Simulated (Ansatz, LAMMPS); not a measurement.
# Electronic structure of liquid (Cs,K,Li)F at 1400 K (82 atoms)

What does DFT give for liquid (Cs,K,Li)F at 1400 K (82 atoms) as built?

Main program and level: Ansatz 0.2.0; Kohn-Sham DFT, PBEsol, PAW (set soft_2), plane waves.

## 1. The structure

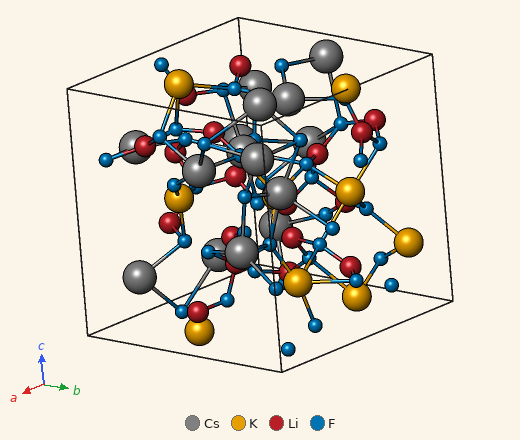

Start, viewed slightly off an axis; caesium grey, potassium orange, lithium red, fluorine blue. Bonds to atoms that aren't drawn are left out. Some periodic images of atoms are drawn too.

The cell holds 82 atoms: 15 Cs, 8 K, 18 Li and 41 F. Cell: a = 12.956 Å, b = 12.956 Å, c = 12.956 Å, α = 90.0°, β = 90.0°, γ = 90.0°. 82 atoms (15 Cs, 8 K, 18 Li, 41 F) placed at random at 2.45 g/cm³, melted at 1800 K for 10 ps at fixed volume with the Lennard-Jones and Coulomb ion parameters for SPC/E (Joung and Cheatham, J. Phys. Chem. B 112, 9020 (2008)), full charges. Snapshot at the end of a hold of 20 ps at 1400 K and fixed volume.

Limits known from the start: The starting topology of bonds comes from the classical model, and needn't be the one that DFT or experiment would give. The ion parameters were fitted for water, not for melts, so the starting structure of this cell may lie well off the real melt's. Sampling is at Γ alone, for a cell whose shortest periodic width is 13 Å. Spin–orbit coupling is left out, which matters for the levels of the heavy elements.

## 2. The classical run that made the cell

A classical potential makes the cell, at a small fraction of what the same run would cost in DFT.

This step: classical MD, Lennard-Jones and Coulomb ion parameters for SPC/E (Joung and Cheatham, J. Phys. Chem. B 112, 9020 (2008)), full charges (LAMMPS 22 Jul 2025 - Update 4).

The input, in.lmp:

```
# melt-quench of Cs15K8Li18F41
units metal
atom_style charge
boundary p p p
region box block 0 12.9563 0 12.9563 0 12.9563
create_box 4 box
mass 1 132.9055   # Cs
mass 2 39.0983   # K
mass 3 6.9400   # Li
mass 4 18.9984   # F
create_atoms 1 random 15 886784 NULL overlap 2.15 maxtry 2000
create_atoms 2 random 8 886791 NULL overlap 2.15 maxtry 2000
create_atoms 3 random 18 886798 NULL overlap 2.15 maxtry 2000
create_atoms 4 random 41 886805 NULL overlap 2.15 maxtry 2000
pair_style lj/cut/coul/long 9.0
pair_modify mix arithmetic tail yes
pair_coeff 1 1 0.003897 3.6010   # Cs
pair_coeff 2 2 0.018634 2.8384   # K
pair_coeff 3 3 0.014602 1.4094   # Li
pair_coeff 4 4 0.000321 4.0215   # F
set type 1 charge 1
set type 2 charge 1
set type 3 charge 1
set type 4 charge -1
kspace_style pppm 1.0e-4
neigh_modify delay 0 every 1 check yes
thermo_style custom step time temp pe press density
thermo_modify norm yes
timestep 0.002
thermo 100
min_style cg
minimize 1e-4 1e-4 200 2000
reset_timestep 0
velocity all create 1800 886785 mom yes dist gaussian
# [... 14 lines left out ...]
compute msd all msd com yes
thermo 2500
fix md all nvt temp 1400 1400 0.2
run 10000 post no
print "== T1400: mean square displacement over the hold $(c_msd[4]:%.2f) A^2"
unfix md
uncompute msd
write_dump all custom T1400.dump id type xs ys zs modify sort id
```

On the command line:

```
> lmp -in in.lmp -log none -nocite
```

Numbers of over 12 decimals in the logs are rounded to 6 here.

What it wrote:

```text
LAMMPS (22 Jul 2025 - Update 4)
Created orthogonal box = (0 0 0) to (12.9563 12.9563 12.9563)
Created 15 atoms
Created 8 atoms
Created 18 atoms
Created 41 atoms
PPPM initialization ...
  G vector (1/distance) = 0.31054361
  grid = 9 9 9
  estimated relative force accuracy = 7.3941142e-05
   Step          Time           Temp          PotEng         Press         Density
         0   0              0             -0.75199082     151098.43      2.4509887
        88   0.176          0             -4.4833724     -18909.479      2.4509887
Loop time of 0.0343761 s on 1 MPI rank(s) for 88 steps with 82 atoms
Minimization stats:
  Stopping criterion = energy tolerance
  Energy initial, next-to-last, final =
    -0.751990822799712  -4.48297096515136  -4.48337235669623
  Force two-norm initial, final = 86.581493 0.66871496
  Iterations, force evaluations = 88 116
   Step          Time           Temp          PotEng         Press         Density
[... 8 lines left out ...]
      3332   6.664          1921.8755     -4.2434363      1495.5245      2.4509887
      4165   8.33           1835.1605     -4.2494888     -3343.8984      2.4509887
      4998   9.996          1788.2617     -4.2050264      3620.4463      2.4509887
      5831   11.662         1951.1317     -4.2345135     -282.07958      2.4509887
[... 1 line left out ...]
Loop time of 1.15485 s on 1 MPI rank(s) for 5000 steps with 82 atoms
   Step          Time           Temp          PotEng         Press         Density
[... 5 lines left out ...]
Loop time of 0.566957 s on 1 MPI rank(s) for 2500 steps with 82 atoms
   Step          Time           Temp          PotEng         Press         Density
[... 2 lines left out ...]
     12500   25             1270.9021     -4.2944479      1501.8653      2.4509887
     15000   30             1251.9074     -4.2925742      3326.214       2.4509887
     17500   35             1483.7677     -4.3117918     -3447.1052      2.4509887
     18500   37             1290.0565     -4.2857908     -3453.209       2.4509887
Loop time of 2.26542 s on 1 MPI rank(s) for 10000 steps with 82 atoms
== T1400: mean square displacement over the hold 49.89 A^2
```

Wall time 4.3 s (1 thread of Arm Neoverse V1, shared host); peak memory 0.078 GiB.

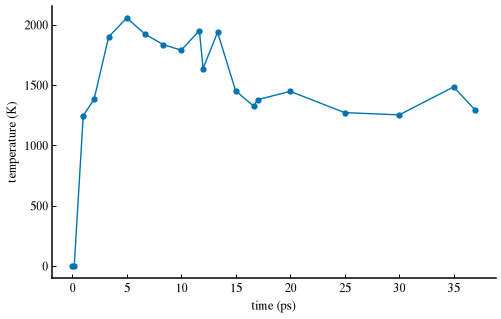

Temperature, plotted against time.

## 3. Plane-wave single point

One self-consistent run at the given positions yields energy and forces.

The input, input.yaml:

```yaml
crystal:
  lattice:
    - [12.9563, 0.0, 0.0]
    - [0.0, 12.9563, 0.0]
    - [0.0, 0.0, 12.9563]
  atoms:
    - { symbol: Cs, position: [0.3712, 0.13612, 0.16585] }
    - { symbol: Cs, position: [0.9223, 0.77094, 0.42912] }
    - { symbol: Cs, position: [0.4389, 0.63196, 0.8895] }
    - { symbol: Cs, position: [0.07597, 0.17556, 0.20407] }
    - { symbol: Cs, position: [0.07217, 0.02042, 0.52469] }
    - { symbol: Cs, position: [0.01439, 0.33419, 0.54612] }
    - { symbol: Cs, position: [0.41237, 0.35022, 0.62815] }
    - { symbol: Cs, position: [0.70759, 0.80126, 0.61188] }
    - { symbol: Cs, position: [0.76304, 0.07827, 0.18003] }
    - { symbol: Cs, position: [0.05241, 0.4921, 0.93037] }
    - { symbol: Cs, position: [0.75058, 0.77142, 0.9786] }
    - { symbol: Cs, position: [0.84186, 0.50817, 0.69715] }
    - { symbol: Cs, position: [0.18262, 0.22702, 0.80536] }
    - { symbol: Cs, position: [0.69059, 0.04761, 0.68119] }
    - { symbol: Cs, position: [0.91731, 0.88806, 0.82215] }
    - { symbol: K, position: [0.19412, 0.67849, 0.0266] }
    - { symbol: K, position: [0.45887, 0.95805, 0.98688] }
    - { symbol: K, position: [0.26863, 0.75884, 0.48456] }
    - { symbol: K, position: [0.60746, 0.76018, 0.2155] }
    - { symbol: K, position: [0.03155, 0.82311, 0.21996] }
    - { symbol: K, position: [0.55268, 0.63572, 0.53298] }
    - { symbol: K, position: [0.66551, 0.22895, 0.49471] }
    - { symbol: K, position: [0.74972, 0.3553, 0.99952] }
    - { symbol: Li, position: [0.49578, 0.33235, 0.3037] }
    - { symbol: Li, position: [0.3931, 0.84368, 0.2288] }
    - { symbol: Li, position: [0.03791, 0.70543, 0.70092] }
    - { symbol: Li, position: [0.53546, 0.18812, 0.86953] }
    - { symbol: Li, position: [0.82702, 0.22358, 0.75071] }
    - { symbol: Li, position: [0.38743, 0.54599, 0.30134] }
    - { symbol: Li, position: [0.05845, 0.53696, 0.35053] }
    - { symbol: Li, position: [0.26875, 0.84717, 0.73859] }
    - { symbol: Li, position: [0.93455, 0.52709, 0.15556] }
    - { symbol: Li, position: [0.18529, 0.34191, 0.34713] }
    - { symbol: Li, position: [0.74837, 0.5753, 0.30722] }
    - { symbol: Li, position: [0.54085, 0.05284, 0.3322] }
    - { symbol: Li, position: [0.46378, 0.04176, 0.59427] }
    - { symbol: Li, position: [0.31813, 0.2113, 0.48082] }
    - { symbol: Li, position: [0.26352, 0.39989, 0.10276] }
    - { symbol: Li, position: [0.19199, 0.53254, 0.58218] }
    - { symbol: Li, position: [0.4455, 0.40293, 0.99265] }
    - { symbol: Li, position: [0.62488, 0.40259, 0.7756] }
    - { symbol: F, position: [0.66709, 0.89099, 0.82804] }
    - { symbol: F, position: [0.33876, 0.33367, 0.39479] }
    - { symbol: F, position: [0.54498, 0.77418, 0.02477] }
    - { symbol: F, position: [0.61617, 0.1936, 0.30151] }
    - { symbol: F, position: [0.01367, 0.65405, 0.12474] }
    - { symbol: F, position: [0.45601, 0.1278, 0.46423] }
    - { symbol: F, position: [0.64081, 0.99571, 0.47872] }
    - { symbol: F, position: [0.41079, 0.27153, 0.86611] }
    - { symbol: F, position: [0.91684, 0.09607, 0.70178] }
    - { symbol: F, position: [0.15071, 0.19451, 0.40429] }
    - { symbol: F, position: [0.48964, 0.95732, 0.21804] }
    - { symbol: F, position: [0.6892, 0.26455, 0.78607] }
    - { symbol: F, position: [0.10942, 0.68874, 0.35963] }
    - { symbol: F, position: [0.69582, 0.71154, 0.3876] }
    - { symbol: F, position: [0.79152, 0.32529, 0.59791] }
    - { symbol: F, position: [0.87922, 0.35274, 0.8233] }
    - { symbol: F, position: [0.334, 0.60284, 0.59257] }
    - { symbol: F, position: [0.41612, 0.7128, 0.30617] }
    - { symbol: F, position: [0.56032, 0.4575, 0.35826] }
    - { symbol: F, position: [0.25111, 0.91874, 0.1249] }
    - { symbol: F, position: [0.38936, 0.93971, 0.67259] }
    - { symbol: F, position: [0.59096, 0.12563, 0.99831] }
    - { symbol: F, position: [0.62717, 0.53058, 0.70085] }
    - { symbol: F, position: [0.89846, 0.78936, 0.65045] }
    - { symbol: F, position: [0.96672, 0.66517, 0.8652] }
    - { symbol: F, position: [0.17428, 0.29245, 0.02039] }
    - { symbol: F, position: [0.78991, 0.55102, 0.16518] }
    - { symbol: F, position: [0.28695, 0.53213, 0.18778] }
    - { symbol: F, position: [0.8805, 0.93357, 0.04919] }
    - { symbol: F, position: [0.41364, 0.36009, 0.14681] }
    - { symbol: F, position: [0.12958, 0.80689, 0.64649] }
    - { symbol: F, position: [0.15217, 0.45542, 0.46457] }
    - { symbol: F, position: [0.27523, 0.77865, 0.86724] }
    - { symbol: F, position: [0.05837, 0.54569, 0.66726] }
    - { symbol: F, position: [0.55678, 0.46582, 0.9416] }
    - { symbol: F, position: [0.88049, 0.55771, 0.3871] }
    - { symbol: F, position: [0.96081, 0.9704, 0.32254] }
    - { symbol: F, position: [0.29022, 0.4753, 0.95919] }
    - { symbol: F, position: [0.51544, 0.14832, 0.67711] }
    - { symbol: F, position: [0.23267, 0.24574, 0.60781] }
    - { symbol: F, position: [0.03398, 0.40281, 0.27231] }
kpoints:
  mp_grid: { grid: [1, 1, 1] }
hamiltonian:
  xc: pbesol
scf:
  occupations: { method: fixed }
output:
  forces: true
  stress: true
  populations: true
  dos:
    method: { smearing: { sigma: 0.1 } }
    de: 0.1
    projected: { site_lists: { Cs: [Cs], F: [F], K: [K], Li: [Li] } }
  eigenvalues: true
  write_density: true
  write_potential: true
  volumetric_format: npy
```

On the command line:

```
> ansatz run input.yaml --threads 8 --pin off --max-ram 15872MiB --backend cpu --events-out ev --progress --plain --runs-dir out
```

What it wrote:

```text
Engine: ansatz 0.2.0, aarch64-unknown-linux-gnu
Pseudopotentials: kind: paw
Pseudopotential: Cs, paw, valence charge 9, recommended cutoff 420 eV (normal), Cs.paw.azcp
Pseudopotential: K, paw, valence charge 9, recommended cutoff 420 eV (normal), K.paw.azcp
Pseudopotential: Li, paw, valence charge 3, recommended cutoff 420 eV (normal), Li.paw.azcp
Pseudopotential: F, paw, valence charge 7, recommended cutoff 420 eV (normal), F.paw.azcp
Functional definition: PBEsol
  exchange = pbesol_x
  correlation = pbesol_c
Crystal: 82 atoms, lattice volume = 2174.918 Å³
Basis set: ecut = 420 eV, 42499 PW (Γ), exchange–correlation on 180×180×180 points (8 copies of the dense FFT grid, shifted against one another)
Bands: 356, of which v1, the nominal top of the filled ones, is band 274 counted from 1 (273 counted from 0)
Symmetry: 1 space group operations
Space group: P1 (ITA 1), of the structure as read, at distance tolerance 1.3e-4 Å
k-points: 1
Non-local potential: Cs, projectors of the file, l = 0: 3, l = 1: 2, l = 2: 2, l = 3: 2
Non-local potential: K, projectors of the file, l = 0: 3, l = 1: 2, l = 2: 2
Non-local potential: Li, projectors of the file, l = 0: 3, l = 1: 2, l = 2: 1
Non-local potential: F, projectors of the file, l = 0: 2, l = 1: 2, l = 2: 1
PAW form: soft (Blöchl's): semilocal exchange-correlation on the pseudo side does not see the compensation charge
PAW frozen core: Cs, regenerated for the run's functional, and the local potential with it (the file was generated under x = pbe(κ = 0.804, μ = 0.219515), c = pbe(β = 0.066725))
PAW frozen core: K, regenerated for the run's functional, and the local potential with it (the file was generated under x = pbe(κ = 0.804, μ = 0.219515), c = pbe(β = 0.066725))
PAW frozen core: F, regenerated for the run's functional, and the local potential with it (the file was generated under x = pbe(κ = 0.804, μ = 0.219515), c = pbe(β = 0.066725))
PAW one-centre angular grid: Cs, 194 points (default); XC on 64 Gauss nodes
PAW one-centre angular grid: K, 110 points (default); XC on 64 Gauss nodes
PAW one-centre angular grid: Li, 110 points (default); XC on 64 Gauss nodes
PAW one-centre angular grid: F, 110 points (default); XC on 64 Gauss nodes
Initial density: superposition of atomic densities (neutral atoms: chi_scale 0, normalization atom), corrected by the library's trained network
Initial wavefunctions: pseudopotential atomic-orbital guess
Functional: x = pbesol(κ = 0.804, μ = 0.123457), c = pbesol(β = 0.046)
SCF iter   1: F=—  HF=-132475.503668 eV  |F-HF|=—  |Δ(HF+E_count)|=         —  Δρ=7.60e-3  dr2=8.78e-1  ethr=1.77e-3  ⟨swp⟩=5.0  Hψ=1279  notcnv=0  defer=80
preconditioner: auto → Resta (q_TF=auto, 2.168 Å⁻¹)  ε∞=2.6  [insulator: Δε(μ)=3.383 eV  Ē_g=14.001 eV  n_scr=364 (ndim 8)  ℏωp=17.7 eV  f_vac=0.280  ε∞_Penn≈2.6]
SCF iter   2: F=—  HF=-132475.300565 eV  |F-HF|=—  |Δ(HF+E_count)|=   2.03e-1  Δρ=2.86e-3  dr2=1.21e-1  ethr=1.60e-4  ⟨swp⟩=2.0  Hψ=660  notcnv=0  defer=80
SCF iter   3: F=—  HF=-132475.274294 eV  |F-HF|=—  |Δ(HF+E_count)|=   2.63e-2  Δρ=6.38e-4  dr2=2.09e-2  ethr=2.21e-5  ⟨swp⟩=2.0  Hψ=495  notcnv=0  defer=80
SCF iter   4: F=—  HF=-132475.273014 eV  |F-HF|=—  |Δ(HF+E_count)|=   1.28e-3  Δρ=4.10e-4  dr2=3.48e-3  ethr=3.81e-6  ⟨swp⟩=3.0  Hψ=556  notcnv=0  defer=80
SCF iter   5: F=—  HF=-132475.272831 eV  |F-HF|=—  |Δ(HF+E_count)|=   1.83e-4  Δρ=2.12e-4  dr2=8.03e-4  ethr=6.36e-7  ⟨swp⟩=2.0  Hψ=529  notcnv=0  defer=80
SCF iter   6: F=—  HF=-132475.272838 eV  |F-HF|=—  |Δ(HF+E_count)|=   7.34e-6  Δρ=4.23e-5  dr2=4.43e-5  ethr=1.47e-7  ⟨swp⟩=2.0  Hψ=611  notcnv=0  defer=80
SCF iter   7: F=—  HF=-132475.273233 eV  |F-HF|=—  |Δ(HF+E_count)|=   3.94e-4  Δρ=3.82e-5  dr2=2.20e-5  ethr=8.08e-9  ⟨swp⟩=2.0  Hψ=552  notcnv=0  defer=80
SCF iter   8: F=—  HF=-132475.273232 eV  |F-HF|=—  |Δ(HF+E_count)|=   1.07e-6  Δρ=5.78e-6  dr2=8.51e-7  ethr=4.01e-9  ⟨swp⟩=2.0  Hψ=527  notcnv=0  defer=80
SCF iter   9: F=—  HF=-132475.273233 eV  |F-HF|=—  |Δ(HF+E_count)|=   1.21e-6  Δρ=3.00e-6  dr2=1.71e-7  ethr=1.55e-10  ⟨swp⟩=2.0  Hψ=478  notcnv=0  defer=80
SCF iter  10: F=-132475.273233 eV  HF=-132475.273233 eV  |F-HF|=2.01e-8  |Δ(HF+E_count)|=   1.35e-7  Δρ=2.14e-6  dr2=7.12e-8  ethr=1.82e-11  ⟨swp⟩=21.0  Hψ=3486  notcnv=0
SCF 1 converged in 10 iterations: F = -132475.273233 eV  dr2 = 7.12e-8
  greatest PAW one-centre occupation: 1.000 electrons in one spin orbital (limit 2), on the Li atom at site 35 (counted from 0), in its partial waves of l = 0
WARN: The input density's exchange-correlation potential varies sharply where the density is thin. Do not read a vacuum level from v_tot or v_xc, or from such a field of the output density. On a cell that repeats whose density bears no net charge and no dipole along the vacuum's axis use v_es (v_loc + v_h of the components); [...]
SCF converged after 10 iterations
Free energy (F): -132475.273233 eV
Harris-Foulkes:  -132475.273233 eV  (|F-HF|=2.01e-8)
Internal energy: -132475.273233 eV  (E = F + TS)
E sigma→0 (E₀):  -132475.273233 eV
Fermi energy:    0.170650 eV
--- Per-component energies (eV) ---
  E_band       = -5550.248339
  E_kinetic    = 12981.409863
  E_local      = -47644.575772  (includes V_loc(G=0)·N_el)
  E_nonlocal   = 2995.608533
  E_hartree    = 18596.904572
  E_xc         = -7089.184463
  E_vxc        = -7624.789820  (∫ρ·V_xc dr)
  E_paw        = -89124.390081  (= ΣΔE_a)
  E_vpaw       = -3451.789903  (= ΣTr[D̂ρ^β])
  E_aug_tail   = 0.083075  (compensation charges beyond the density's cutoff)
  E_ewald      = -23195.894590
  E_core_change = 4.765630  (= ΣΔE_core)
  E_smearing   = -0.000000  (= −TS)
  E_closure    = -0.000000  (closes the sum)
  Σ components = -132475.273233   (vs F -132475.273233, Δ=0.00e0)
--- Forces (eV/Å), atoms counted from 1 ---
  atom   1  Cs     0.03501912     0.37630777    -0.23723972
  atom   2  Cs    -0.27272923    -0.52139260     0.28878566
  atom   3  Cs     0.00305628     0.20442977    -0.15919357
  atom   4  Cs    -0.25908371    -0.08125661    -0.14855921
  atom   5  Cs    -0.25436068     0.13859334     0.06898433
  atom   6  Cs    -0.36319005    -0.23487109     0.05801992
  atom   7  Cs     0.25982703     0.16078373     0.27393702
  atom   8  Cs    -0.35746424    -0.01032691    -0.04554529
  atom   9  Cs     0.03872981    -0.36294200    -0.24279674
  atom  10  Cs     0.11245438    -0.33420952    -0.33812326
  atom  11  Cs    -0.06498833    -0.34861063     0.26409732
  atom  12  Cs     0.07416971     0.36629213    -0.29297649
  atom  13  Cs     0.27440573     0.06365567     0.70924595
  atom  14  Cs     0.25308303     0.32776946     0.55592568
[...]
atom  81  F      0.33994834    -0.23018256    -0.45380775
  atom  82  F      0.53433635     0.07202027    -0.15713870
  max |Σ_I F_I| component: 9.42e-5 eV/Å
--- Stress (GPa, compression-positive) ---
       -2.858808       0.215030      -0.247721
        0.215030      -3.240915       0.366938
       -0.247721       0.366937      -2.986529
  P = ⅓ Tr σ = -3.0288 GPa (-30.288 kbar)
--- Band table (eV) ---
  k-point 0: bands = ["-43.7208", "-43.3894", "-43.2409", "-43.1628", [... 340 levels ...], "7.9831", "8.0373", "8.0762", "8.1491", "8.1770", "8.1994", "8.2292", "8.2678", "8.2854", "8.3240", "8.3311", "8.3789"]
--- Löwdin populations: 82 sites ---
  site symbol       q [e]
     0     Cs      8.0448
     1     Cs      8.0442
     2     Cs      8.0523
[...]
81      F      7.7522
  spilling = 0.006796 (of n_electrons = 548.000000)
```

It took 24 s on 8 threads of Arm Neoverse V1, shared host; peak memory 2.6 GiB; 2.8 min of CPU time.

Reading the cycles: dr2 is the Hartree energy of the density residual (eV), the measure of convergence; HF is the Harris–Foulkes estimate of the energy, which meets the free energy F at convergence.

The program notes that the exchange-correlation potential is rough where the density is thin.

Read from the output:

```yaml
free_energy: -132475.2732 eV
free_energy_per_atom: -1615.5521 eV/atom
scf_cycles: 10
pressure: -3.029 GPa
r_m_s_force_component: 0.3874 eV/Å
longest_force: 1.399 eV/Å
fermi_energy: 0.1706 eV
spacing_of_highest_filled_and_lowest_empty_level: 3.51 eV
spilling_of_the_projection: 0.006796
```

Length of the force by element:

| element | coordination | atoms | mean length of the force (eV/Å) | spread | least | most |
| --- | --- | --- | --- | --- | --- | --- |
| Cs | all | 15 | 0.506 | 0.215 | 0.259 | 1.12 |
| F | all | 41 | 0.615 | 0.195 | 0.203 | 1.02 |
| K | all | 8 | 0.676 | 0.261 | 0.388 | 1.19 |
| Li | all | 18 | 0.691 | 0.374 | 0.210 | 1.40 |

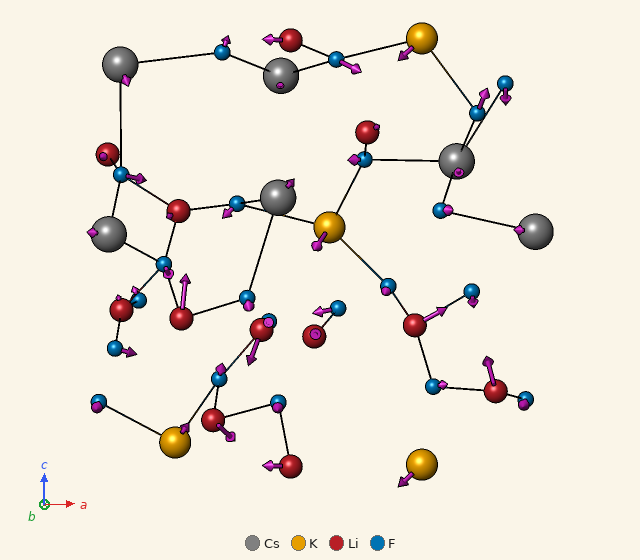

Forces as arrows; the longest in the cell is 1.40 eV/Å. Drawn is a slice 6 Å thick, seen along the normal of the ac plane. Bonds to atoms that aren't drawn are left out.

Löwdin charges by element (they lack the spilled electrons, 0.045 e an atom on average):

| element | coordination | atoms | mean charge (e) | spread | least | most |
| --- | --- | --- | --- | --- | --- | --- |
| Cs | all | 15 | 0.947 | 0.0166 | 0.918 | 0.988 |
| F | all | 41 | -0.769 | 0.0111 | -0.793 | -0.746 |
| K | all | 8 | 0.849 | 0.0126 | 0.837 | 0.872 |
| Li | all | 18 | 0.792 | 0.0186 | 0.765 | 0.824 |

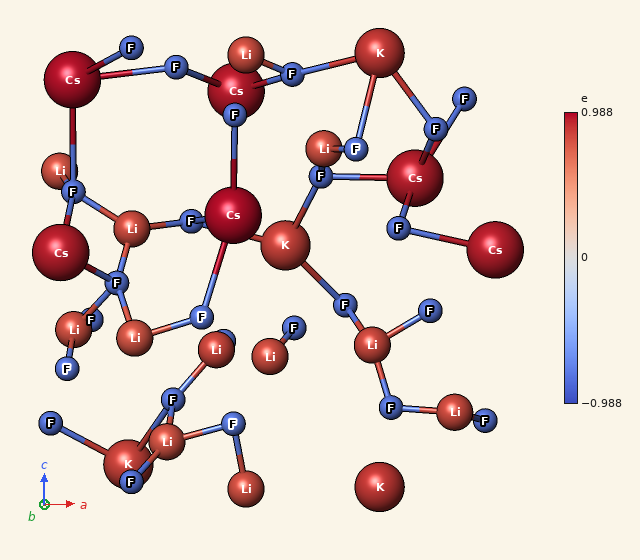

Atoms coloured by Löwdin charge. Drawn is a slice 6 Å thick, seen along the normal of the ac plane. Bonds to atoms that aren't drawn are left out.

Density of states as counts of states in windows of 1 eV (from the Fermi level), total and the larger projections:

| from (eV) | to (eV) | total | F p | Cs p | K p |
| --- | --- | --- | --- | --- | --- |
| -14 | -13 | 0.2 | 0.0 | 0.0 | 0.2 |
| -13 | -12 | 16.2 | 0.0 | 0.0 | 16.1 |
| -12 | -11 | 27.7 | 0.1 | 0.1 | 27.4 |
| -11 | -10 | 3.9 | 0.0 | 0.0 | 3.8 |
| -10 | -8 | 0.0 | 0.0 | 0.0 | 0.0 |
| -8 | -7 | 18.2 | 0.4 | 17.6 | 0.0 |
| -7 | -6 | 44.2 | 1.3 | 42.3 | 0.1 |
| -6 | -5 | 27.5 | 1.2 | 26.0 | 0.0 |
| -5 | -4 | 0.0 | 0.0 | 0.0 | 0.0 |
| -4 | -3 | 2.0 | 2.0 | 0.0 | 0.0 |
| -3 | -2 | 23.8 | 22.5 | 0.3 | 0.0 |
| -2 | -1 | 124.5 | 119.1 | 1.3 | 0.1 |
| -1 | 0 | 94.2 | 90.6 | 1.3 | 0.1 |
| 0 | 1 | 1.5 | 1.5 | 0.0 | 0.0 |
| 1 | 3 | 0.0 | 0.0 | 0.0 | 0.0 |
| 3 | 4 | 2.1 | 0.0 | 0.0 | 0.0 |
| 4 | 5 | 9.1 | 0.4 | 0.1 | 0.0 |

With fixed occupations the program's Fermi level is the highest filled level; weight inside the gap is the broadening of levels at its edges.

Between -26 and -14 eV lie 112 more states.

The stored curve holds about 496 of the 548 electrons; the rest, give or take the few that broadening carries across the Fermi level, lie in deeper levels below its range.

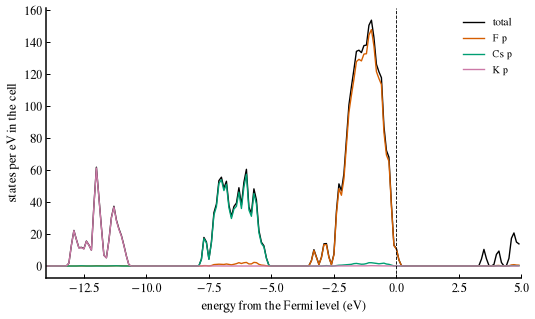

Total and projected density of states, with the broadening of the input.

(Part 1 of 2 ends here.)

[Logs are printed without paths, hosts, clocks, repeated set-up lines and the standing remarks that a program may print on its own settings, such as how far it seeks lower states.]

[Hosts, paths, dates, database ids (printed as entryN), source tags and the programs' standing remarks are cut or masked in the printed files.]
